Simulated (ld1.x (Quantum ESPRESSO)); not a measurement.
# Pseudopotential generation for fluorine: RRKJ, PBE

Task: generate the file, and judge it by its errors in other configurations, its logarithmic derivatives, its ghosts and its cutoff.

Method: ld1.x (Quantum ESPRESSO) 7.5, PBE, scalar-relativistic.

### 1 The design

Typed settings, in words:

```
element                 : fluorine (F, Z = 9)
type                    : norm-conserving RRKJ (Kleinman–Bylander form)
frozen core             : [He]
valence charge          : 7
reference configuration : 2s2 2p3 (charge +2)
partial waves           : 2s (bound): rc 0.75 bohr; 2p (bound): rc 1.75 bohr
local potential         : the p channel
core correction         : not asked for
```

An earlier all-electron run gives the scale for the radii.

All-electron outer shells of the reference configuration (PBE, scalar-relativistic, ld1.x):

| shell | level (eV) | outermost node (bohr) | outermost maximum (bohr) |
| --- | --- | --- | --- |
| 2s | -67.99 | 0.24 | 0.73 |
| 2p | -49.00 | – | 0.66 |
| 3d | -7.67 | – | 3.09 |
| 4f | -3.48 | – | 7.60 |

### 2 Generation

F.in reads:

```
 &input
   title='F', zed=9., rel=1, dft='PBE', iswitch=3,
   config='[He] 2s2 2p3',
   nld=2, rlderiv=1.90, eminld=-7.0, emaxld=5.0, deld=0.02
 /
 &inputp
   pseudotype=2, tm=.false., lloc=1,
   nlcc=.false.,
   file_pseudopw='F.UPF', file_wfcaegen='ae.wfc', file_wfcncgen='nc.wfc', file_beta='beta', file_chi='chi'
 /
2
2S  1  0   2.00   0.00  0.75  0.75  0.0
2P  2  1   3.00   0.00  1.75  1.75  0.0
 &test
   configts(1)='2s2 2p3'
 /
```

On the command line:

```
$ ld1.x < F.in > F.out
```

The output, F.out (without the banner and most projector matrices):

```text
     Program LD1 v.7.5
     --------------------------- All-electron run ----------------------------

     F
     scalar relativistic calculation

     atomic number is  9.00
     dft =PBE   lsd =0 sic =0 latt =0  beta=0.20 tr2=1.0E-14
     Exchange-correlation= PBE
                           (   1   4   3   4   0   0   0)
     mesh =1105 r(mesh) =  99.76081 a.u. xmin = -7.00 dx = 0.01250
     1 Ry =  13.60569312 eV, c = 137.03599908

     n l     nl                  e(Ry)          e(Ha)          e(eV)
     1 0     1S 1( 2.00)       -52.2029       -26.1015      -710.2567
     2 0     2S 1( 2.00)        -4.9973        -2.4987       -67.9919
     2 1     2P 1( 3.00)        -3.6017        -1.8008       -49.0033

     final scf error:  6.6E-15 reached in  15 iterations

     Etot =    -195.242940 Ry,     -97.621470 Ha,   -2656.415525 eV

     Ekin =     195.202557 Ry,      97.601278 Ha,    2655.866083 eV
     Encl =    -447.458701 Ry,    -223.729351 Ha,   -6087.985775 eV
     Eh   =      75.184471 Ry,      37.592236 Ha,    1022.936845 eV
     Exc  =     -18.171267 Ry,      -9.085633 Ha,    -247.232679 eV

     normalization and overlap integrals

     s(1S/1S) =  1.000000  <r> =   0.1762  <r2> =    0.0419  r(max) =   0.1139
     s(2S/2S) =  1.000000  <r> =   0.9180  <r2> =    1.0055  r(max) =   0.7336
     s(2P/2P) =  1.000000  <r> =   0.8963  <r2> =    1.0103  r(max) =   0.6556

     ------------------------ End of All-electron run ------------------------

     --------------------- Generating NC pseudopotential ---------------------

      Generating local pot.: lloc=1, matching radius rcloc =   1.7500

      Wfc   2S  rcut= 0.743  Estimated cut-off energy=      223.75 Ry
      This function has    0 nodes for 0 < r <    0.743

     ------------------- End of pseudopotential generation -------------------

     [... the all-electron block is printed once more ...]


     Computing logarithmic derivative in   1.90893
     Computing logarithmic derivative in   1.90893
     Computing the partial wave expansion
     R is outside the sphere for l=    0 j= 0.00
       no projector for channel:   1

     ---------------------- Testing the pseudopotential ----------------------

     F
     scalar relativistic calculation

     atomic number is  9.00   valence charge is  7.00
     dft =PBE   lsd =0 sic =0 latt =0  beta=0.20 tr2=1.0E-14
     mesh =1105 r(mesh) =  99.76081 xmin = -7.00 dx = 0.01250

     n l     nl             e AE (Ry)        e PS (Ry)    De AE-PS (Ry)
     1 0     2S   1( 2.00)       -4.99731       -4.99731       -0.00000
     2 1     2P   1( 3.00)       -3.60167       -3.60167        0.00000

     eps = 2.3E-15  iter = 19

     Etot =    -195.242940 Ry,     -97.621470 Ha,   -2656.415525 eV
     Etotps =   -43.136572 Ry,     -21.568286 Ha,    -586.902961 eV

     Ekin =      25.628335 Ry,      12.814167 Ha,     348.691261 eV
     Encl =     -91.894269 Ry,     -45.947135 Ha,   -1250.285224 eV
     Ehrt =      24.259628 Ry,      12.129814 Ha,     330.069056 eV
     Ecxc =      -6.588769 Ry,      -3.294385 Ha,     -89.644773 eV
     Epseu=       5.458503 Ry,       2.729252 Ha,      74.266719 eV

     ---------------------- End of pseudopotential test ----------------------
```

It took 1.1 s on 1 thread of Neoverse-V1, shared host. (Generation and the later configuration tests together.)

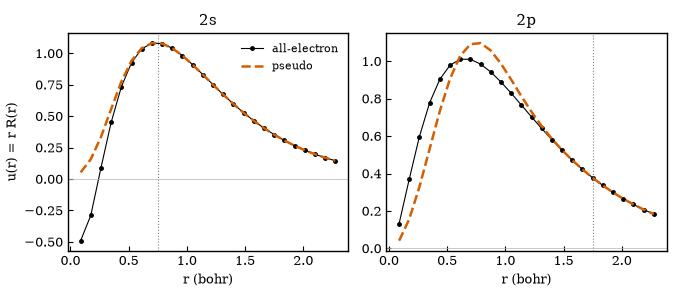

Bound waves of the atom and their pseudo partners (2s, 2p), with the matching radii dotted. The curves join 26 sampled radii.

### 3 Configuration tests

F.test.in reads:

```
 &input
   title='F', zed=9., rel=1, dft='PBE', iswitch=2,
   config='[He] 2s2 2p3'
 /
 &test
   file_pseudo='F.UPF', nconf=8,
   configts(1)='2s2 2p3',
   configts(2)='2s2 2p5',
   configts(3)='2s2 2p4',
   configts(4)='2s2 2p2',
   configts(5)='2s1 2p5',
   configts(6)='2s1 2p6',
   configts(7)='2s2 2p4.5',
   configts(8)='2s2 2p5.3'
 /
```

On the command line:

```
$ ld1.x < F.test.in > F.test.out
```

F.test.out, the pseudopotential blocks:

```text
     ---------------------- Testing the pseudopotential ----------------------

     F
     scalar relativistic calculation

     atomic number is  9.00   valence charge is  7.00
     dft =PBE   lsd =0 sic =0 latt =0  beta=0.20 tr2=1.0E-14
     mesh =1105 r(mesh) =  99.76081 xmin = -7.00 dx = 0.01250

     n l     nl             e AE (Ry)        e PS (Ry)    De AE-PS (Ry)
     1 0     2S   1( 2.00)       -4.99731       -4.99731       -0.00000
     2 1     2P   1( 3.00)       -3.60167       -3.60167        0.00000

     eps = 7.3E-15  iter = 22

     Etot =    -195.242940 Ry,     -97.621470 Ha,   -2656.415526 eV
     Etotps =   -43.136572 Ry,     -21.568286 Ha,    -586.902961 eV

     Ekin =      25.628335 Ry,      12.814167 Ha,     348.691261 eV
     Encl =     -91.894269 Ry,     -45.947135 Ha,   -1250.285224 eV
     Ehrt =      24.259628 Ry,      12.129814 Ha,     330.069056 eV
     Ecxc =      -6.588769 Ry,      -3.294385 Ha,     -89.644773 eV
     Epseu=       5.458503 Ry,       2.729252 Ha,      74.266719 eV

     ---------------------- End of pseudopotential test ----------------------

     ---------------------- Testing the pseudopotential ----------------------

     F
     scalar relativistic calculation

     atomic number is  9.00   valence charge is  7.00
     dft =PBE   lsd =0 sic =0 latt =0  beta=0.20 tr2=1.0E-14
     mesh =1105 r(mesh) =  99.76081 xmin = -7.00 dx = 0.01250

     n l     nl             e AE (Ry)        e PS (Ry)    De AE-PS (Ry)
     1 0     2S   1( 2.00)       -2.19758       -2.15079       -0.04679  !
     2 1     2P   1( 5.00)       -0.81670       -0.80471       -0.01199  !

     eps = 6.2E-15  iter = 33

     Etot =    -199.489330 Ry,     -99.744665 Ha,   -2714.190600 eV
     Etotps =   -47.387804 Ry,     -23.693902 Ha,    -644.743925 eV
     dEtot_ae =      -4.246390 Ry
     dEtot_ps =      -4.251232 Ry,   Delta E=       0.004843 Ry

     Ekin =      31.717104 Ry,      15.858552 Ha,     431.533185 eV
     Encl =    -116.483590 Ry,     -58.241795 Ha,   -1584.839984 eV
     Ehrt =      41.699601 Ry,      20.849800 Ha,     567.351974 eV
     Ecxc =      -8.958458 Ry,      -4.479229 Ha,    -121.886025 eV
     Epseu=       4.637538 Ry,       2.318769 Ha,      63.096926 eV

     ---------------------- End of pseudopotential test ----------------------

     ---------------------- Testing the pseudopotential ----------------------

     F
     scalar relativistic calculation

     atomic number is  9.00   valence charge is  7.00
     dft =PBE   lsd =0 sic =0 latt =0  beta=0.20 tr2=1.0E-14
     mesh =1105 r(mesh) =  99.76081 xmin = -7.00 dx = 0.01250

     n l     nl             e AE (Ry)        e PS (Ry)    De AE-PS (Ry)
     1 0     2S   1( 2.00)       -3.48292       -3.46397       -0.01896  !
     2 1     2P   1( 4.00)       -2.08065       -2.08717        0.00651  !

     eps = 6.1E-15  iter = 23

     Etot =    -198.064175 Ry,     -99.032088 Ha,   -2694.800384 eV
     Etotps =   -45.964810 Ry,     -22.982405 Ha,    -625.383105 eV
     dEtot_ae =      -2.821235 Ry
     dEtot_ps =      -2.828238 Ry,   Delta E=       0.007003 Ry

     Ekin =      29.394308 Ry,      14.697154 Ha,     399.929938 eV
     Encl =    -105.476555 Ry,     -52.738278 Ha,   -1435.081643 eV
     Ehrt =      33.000402 Ry,      16.500201 Ha,     448.993348 eV
     Ecxc =      -7.884833 Ry,      -3.942416 Ha,    -107.278614 eV
     Epseu=       5.001867 Ry,       2.500933 Ha,      68.053866 eV

     ---------------------- End of pseudopotential test ----------------------

     ---------------------- Testing the pseudopotential ----------------------

     F
     scalar relativistic calculation

     atomic number is  9.00   valence charge is  7.00
     dft =PBE   lsd =0 sic =0 latt =0  beta=0.20 tr2=1.0E-14
     mesh =1105 r(mesh) =  99.76081 xmin = -7.00 dx = 0.01250

     n l     nl             e AE (Ry)        e PS (Ry)    De AE-PS (Ry)
     1 0     2S   1( 2.00)       -6.70364       -6.68907       -0.01457  !
     2 1     2P   1( 2.00)       -5.34782       -5.28315       -0.06467  !

     eps = 7.5E-15  iter = 29

     Etot =    -190.786158 Ry,     -95.393079 Ha,   -2595.777923 eV
     Etotps =   -38.705964 Ry,     -19.352982 Ha,    -526.621470 eV
     dEtot_ae =       4.456782 Ry
     dEtot_ps =       4.430608 Ry,   Delta E=       0.026174 Ry

     Ekin =      20.548390 Ry,      10.274195 Ha,     279.575085 eV
     Encl =     -76.316617 Ry,     -38.158308 Ha,   -1038.340466 eV
     Ehrt =      16.260673 Ry,       8.130336 Ha,     221.237721 eV
     Ecxc =      -5.169996 Ry,      -2.584998 Ha,     -70.341375 eV
     Epseu=       5.971586 Ry,       2.985793 Ha,      81.247565 eV

     ---------------------- End of pseudopotential test ----------------------

     ---------------------- Testing the pseudopotential ----------------------

     F
     scalar relativistic calculation

     atomic number is  9.00   valence charge is  7.00
     dft =PBE   lsd =0 sic =0 latt =0  beta=0.20 tr2=1.0E-14
     mesh =1105 r(mesh) =  99.76081 xmin = -7.00 dx = 0.01250

     n l     nl             e AE (Ry)        e PS (Ry)    De AE-PS (Ry)
     1 0     2S   1( 1.00)       -3.49542       -3.48859       -0.00683  !
     2 1     2P   1( 5.00)       -2.08974       -2.11114        0.02140  !

     eps = 7.5E-15  iter = 33

     Etot =    -196.660171 Ry,     -98.330085 Ha,   -2675.697932 eV
     Etotps =   -44.587678 Ry,     -22.293839 Ha,    -606.646264 eV
     dEtot_ae =      -1.417231 Ry
     dEtot_ps =      -1.451106 Ry,   Delta E=       0.033875 Ry

     Ekin =      33.057498 Ry,      16.528749 Ha,     449.770177 eV
     Encl =    -105.148919 Ry,     -52.574460 Ha,   -1430.623927 eV
     Ehrt =      32.844742 Ry,      16.422371 Ha,     446.875478 eV
     Ecxc =      -7.852334 Ry,      -3.926167 Ha,    -106.836445 eV
     Epseu=       2.511335 Ry,       1.255667 Ha,      34.168453 eV

     ---------------------- End of pseudopotential test ----------------------

     ---------------------- Testing the pseudopotential ----------------------

     F
     scalar relativistic calculation

     atomic number is  9.00   valence charge is  7.00
     dft =PBE   lsd =0 sic =0 latt =0  beta=0.20 tr2=1.0E-14
     mesh =1105 r(mesh) =  99.76081 xmin = -7.00 dx = 0.01250

     n l     nl             e AE (Ry)        e PS (Ry)    De AE-PS (Ry)
     1 0     2S   1( 1.00)       -2.23280       -2.18839       -0.04441  !
     2 1     2P   1( 6.00)       -0.84819       -0.83997       -0.00822  !

     eps = 9.7E-15  iter = 61

     Etot =    -198.106554 Ry,     -99.053277 Ha,   -2695.376983 eV
     Etotps =   -46.040531 Ry,     -23.020265 Ha,    -626.413335 eV
     dEtot_ae =      -2.863614 Ry
     dEtot_ps =      -2.903959 Ry,   Delta E=       0.040345 Ry

     Ekin =      35.096034 Ry,      17.548017 Ha,     477.505869 eV
     Encl =    -115.997674 Ry,     -57.998837 Ha,   -1578.228751 eV
     Ehrt =      41.432874 Ry,      20.716437 Ha,     563.722969 eV
     Ecxc =      -8.906675 Ry,      -4.453338 Ha,    -121.181490 eV
     Epseu=       2.334910 Ry,       1.167455 Ha,      31.768068 eV

     ---------------------- End of pseudopotential test ----------------------

     ---------------------- Testing the pseudopotential ----------------------

     F
     scalar relativistic calculation

     atomic number is  9.00   valence charge is  7.00
     dft =PBE   lsd =0 sic =0 latt =0  beta=0.20 tr2=1.0E-14
     mesh =1105 r(mesh) =  99.76081 xmin = -7.00 dx = 0.01250

     n l     nl             e AE (Ry)        e PS (Ry)    De AE-PS (Ry)
     1 0     2S   1( 2.00)       -2.80814       -2.77452       -0.03361  !
     2 1     2P   1( 4.50)       -1.41356       -1.41154       -0.00201

     eps = 6.1E-15  iter = 32

     Etot =    -198.934914 Ry,     -99.467457 Ha,   -2706.647396 eV
     Etotps =   -46.836894 Ry,     -23.418447 Ha,    -637.248409 eV
     dEtot_ae =      -3.691974 Ry
     dEtot_ps =      -3.700322 Ry,   Delta E=       0.008348 Ry

     Ekin =      30.743183 Ry,      15.371591 Ha,     418.282311 eV
     Encl =    -111.348755 Ry,     -55.674378 Ha,   -1514.976995 eV
     Ehrt =      37.420918 Ry,      18.710459 Ha,     509.137526 eV
     Ecxc =      -8.457018 Ry,      -4.228509 Ha,    -115.063593 eV
     Epseu=       4.804778 Ry,       2.402389 Ha,      65.372342 eV

     ---------------------- End of pseudopotential test ----------------------

     ---------------------- Testing the pseudopotential ----------------------

     F
     scalar relativistic calculation

     atomic number is  9.00   valence charge is  7.00
     dft =PBE   lsd =0 sic =0 latt =0  beta=0.20 tr2=1.0E-14
     mesh =1105 r(mesh) =  99.76081 xmin = -7.00 dx = 0.01250

     n l     nl             e AE (Ry)        e PS (Ry)    De AE-PS (Ry)
     1 0     2S   1( 2.00)       -1.86725       -1.81504       -0.05221  !
     2 1     2P   1( 5.30)       -0.49676       -0.48028       -0.01648  !

     eps = 4.3E-15  iter = 31

     Etot =    -199.685554 Ry,     -99.842777 Ha,   -2716.860368 eV
     Etotps =   -47.579729 Ry,     -23.789865 Ha,    -647.355193 eV
     dEtot_ae =      -4.442614 Ry
     dEtot_ps =      -4.443157 Ry,   Delta E=       0.000543 Ry

     Ekin =      32.117990 Ry,      16.058995 Ha,     436.987514 eV
     Encl =    -119.155941 Ry,     -59.577970 Ha,   -1621.199164 eV
     Ehrt =      44.119536 Ry,      22.059768 Ha,     600.276868 eV
     Ecxc =      -9.217055 Ry,      -4.608527 Ha,    -125.404419 eV
     Epseu=       4.555740 Ry,       2.277870 Ha,      61.984007 eV

     ---------------------- End of pseudopotential test ----------------------
```

Excitation and ionisation energies from 2s2 2p3, with the error of the potential.

```csv
valence configuration,charge,ΔE all-electron (eV),error AE − PS (meV)
2s2 2p5,0,-57.775,+66
2s2 2p4,+1,-38.385,+95
2s2 2p2,+3,60.638,+356
2s1 2p5,+1,-19.282,+461
2s1 2p6,0,-38.961,+549
2s2 2p4.5,+0.5,-50.232,+114
2s2 2p5.3,-0.3,-60.445,+7.4
```

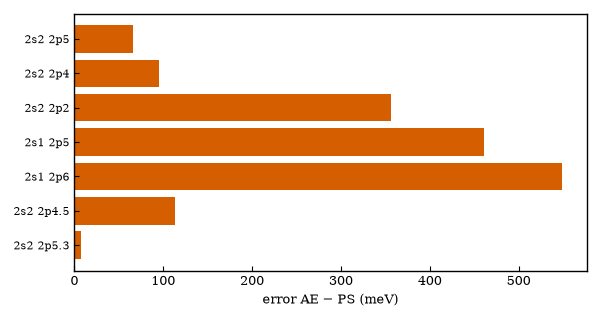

Error of the potential in each test configuration.

### 4 Logarithmic derivatives

Taken from the files of the generation run. The phase is arctan(r·u′/u) with u = r·R, unwrapped, with energies in Ry. A pole is an energy at which the radial function vanishes at the test radius. The pseudo phase is shifted by a multiple of π to meet the all-electron one at the reference energy. Levels narrower than the energy grid can be missing from the poles. The last column is the largest difference on the grid between −1 and +1 Ry.

```tsv
channel	radius (bohr)	reference (Ry)	poles AE	poles PS	window around the reference with phases within 0.05 rad (Ry)	largest difference near zero (rad)
s	1.91	-5.00	-4.72	-4.72	below -1.7	0.539
p	1.91	-3.60	-3.31	-3.29	below -1.4	0.699
```

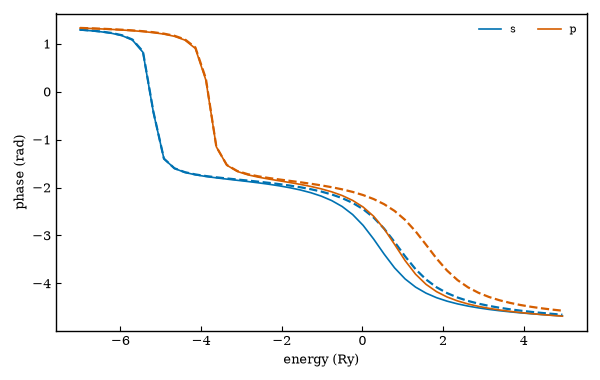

All-electron (solid) and pseudo (dashed) phases against energy.

### 5 Cutoff and ghost test in a Bessel basis

This step uses the generator's waves and projectors in a separate script. Basis: spherical Bessel functions vanishing at 20 bohr, q² up to the cutoff; potential fixed at the reference.

All-electron valence levels (Ry): 2s -4.9973, 2p -3.6017. The lowest levels of each channel (Ry) by cutoff; the last column sums, over occupied levels, occupation times the distance from the level at 400 Ry. A positive value at high cutoff is not a bound level.

```csv
cutoff (Ry),s #1,p #1,d #1,f #1,Σ f·Δε (mRy)
8,-4.4255,-1.7571,-0.5367,-0.2555,6677.5
21,-4.5604,-2.9527,-0.5437,-0.2555,2820.8
45,-4.7168,-3.5881,-0.5503,-0.2555,601.8
80,-4.9129,-3.6012,-0.5507,-0.2555,170.2
140,-4.9921,-3.6017,-0.5507,-0.2555,10.6
160,-4.9955,-3.6017,-0.5507,-0.2555,3.7
200,-4.9972,-3.6017,-0.5507,-0.2555,0.3
260,-4.9973,-3.6017,-0.5507,-0.2555,0.2
400,-4.9974,-3.6017,-0.5507,-0.2555,0.0
```

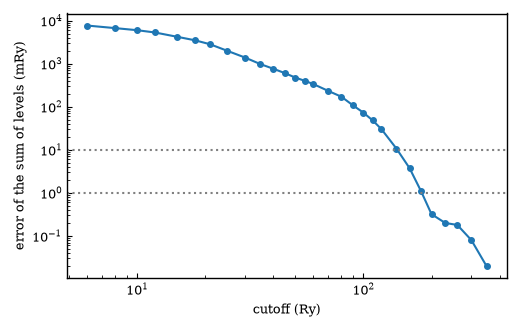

Occupation-weighted error of the valence levels against the cutoff; the dotted lines mark 10 and 1 mRy.

The sum stays within 10 mRy from 160 Ry and within 1 mRy from 200 Ry. The sum leaves out empty levels, which can need more. Ghost test: no level below the all-electron spectrum of its channel (s, p, d, f tested).

### 6 Outcome

| quantity | value |
| --- | --- |
| cutoffs for 10 and 1 mRy, occupied levels | 160 Ry and 200 Ry |
| bound ghosts | none found |
| largest test error (AE − PS) | +549 meV, for 2s1 2p6 |
| largest phase difference near zero energy, channels read | 0.699 rad |

In words: By total energies transferability is poor: the largest error is 549 meV on 39.0 eV, for 2s1 2p6. By its cutoff, 160 Ry for the looser tolerance, it is very hard. The slowest occupied level is 2s: taken alone it needs 180 Ry to come within 1 mRy, against 60 Ry for 2p. The Bessel-basis test finds no level below the valence levels. Of the channels read, p scatters worst near zero energy, by up to 0.70 rad. These are tests on the free atom; a crystal test is still owed.
